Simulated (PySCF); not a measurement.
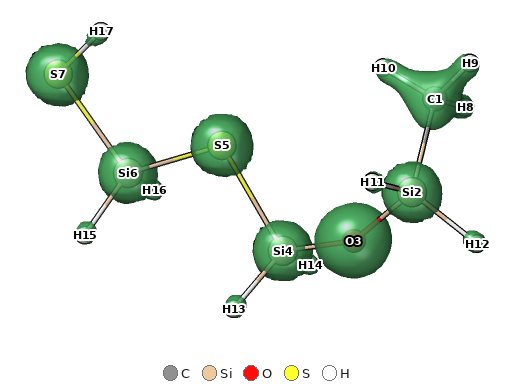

Figure. CH10OS2Si3. Isosurface of the total electron density at 1.5 e/Å³ (green), seen at a tilt.

Geometry: GFN2-xTB.

These are results of PySCF 2.14.0, B3LYP/def2-SVPD, SCF density, gas phase, not measurements.

Input file:

```
{"job": {"kind": "uv", "xc": "B3LYP", "basis": "def2-SVPD", "nstates": 8, "ntriplets": 3}, "charge": 0, "multiplicity": 1}
C     -2.565336     1.430081     0.290023
Si    -2.619194    -0.219704    -0.635891
O     -1.385502    -1.171493    -0.114275
Si     0.119531    -1.457525     0.338746
S      1.262985     0.319221    -0.036305
Si     3.222209    -0.313989     0.539950
S      4.520174     1.337786     0.155179
H     -2.729205     1.292416     1.356571
H     -3.323453     2.117074    -0.073737
H     -1.595792     1.908175     0.167659
H     -2.418352    -0.056882    -2.075012
H     -3.781159    -1.040876    -0.300991
H      0.648757    -2.522709    -0.495007
H      0.143045    -1.704956     1.770635
H      3.646185    -1.444760    -0.269433
H      3.256340    -0.622068     1.960823
H      3.591770     2.162240    -0.302327
```

Command:

```sh
OMP_NUM_THREADS=1 python probes_run.py task.json out
```

Which contacts does the surface bridge?

At this value the surface falls into 14 separate pieces. It bridges the sampled C–H (1.09 Å) contacts, where the density stays above the isovalue. It is pinched off along the sampled Si–O (1.60 Å), C–Si (1.89 Å) and Si–S (2.14 Å) contacts. On the grid the lowest density along these lines, outside the cores, is 1 e/Å³ (Si–O, 1.60 Å), 0.79 e/Å³ (C–Si, 1.89 Å), 0.64 e/Å³ (Si–S, 2.14 Å) and 1.8 e/Å³ (C–H, 1.09 Å).
